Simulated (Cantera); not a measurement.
Input: 1 mol Ta₂O₅, 5 mol CO, 11 mol H₂, held at 0.190 bar.

These are equilibrium values from Cantera (NASA tables, ideal gas, pure condensed phases), not measurements of a reactor. Candidate condensed phases: C, C₆H₆, C₇H₈, C₈H₁₈, H₂O, Ta, TaC, Ta₂O₅; 113 gas species. Mutual solubility and eutectic melting of coexisting phases are not modelled. TaC: taken at fixed stoichiometry. Condensed phases not in the tables: Ta₂C. Kinetics and transport are ignored.

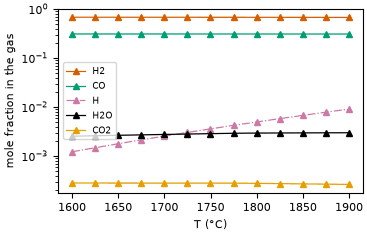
Figure. Equilibrium gas composition (values under 1e-9 drawn at 1e-9)

### Question
Read off the mole fractions at 1775 °C.

### Answer
H₂ about 0.68, CO about 0.31, H about 0.0042, H₂O about 0.0029, CO₂ about 0.00028.
